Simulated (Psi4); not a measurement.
# CH3FSZn (SMILES C[S][Zn][F]): the HOMO–LUMO gap, rung by rung

The species is CH3FSZn (7 atoms), meant as a singlet with charge 0. SMILES: `C[S][Zn][F]`. The shape was relaxed beforehand at PBE0/def2-TZVP.

Each level gives the HOMO–LUMO gap (eV). The values are calculated.

```json
{"level": "PBE-D4/def2-TZVPP (density fitting)", "kind": "GGA", "program": "Psi4", "value (eV)": "3.84", "CPU time": "35 s"}
{"level": "r2SCAN-D4/def2-TZVPP (density fitting)", "kind": "meta-GGA", "program": "Psi4", "value (eV)": "4.38", "CPU time": "76 s"}
{"level": "B3LYP-D4/def2-TZVPP (density fitting)", "kind": "global hybrid", "program": "Psi4", "value (eV)": "5.37", "CPU time": "34 s"}
{"level": "PBE0-D4/def2-TZVPP (density fitting)", "kind": "global hybrid", "program": "Psi4", "value (eV)": "5.92", "CPU time": "35 s"}
{"level": "wB97M-V/def2-TZVPP (density fitting)", "kind": "range-separated hybrid", "program": "Psi4", "value (eV)": "9.80", "CPU time": "86 s"}
```

The values span 3.84 to 9.80 eV. Orbital gaps aren't excitation energies; they tend to grow with the share of exact exchange. CPU times are rough (shared hosts, several kinds of processor and program).

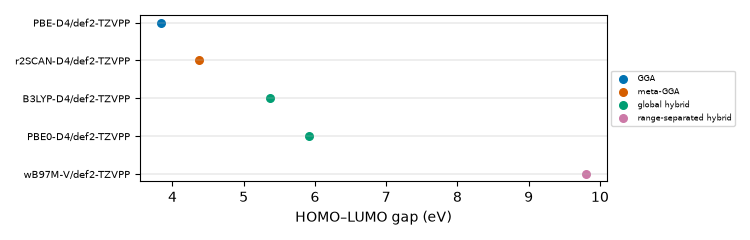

The values of the table, level by level.
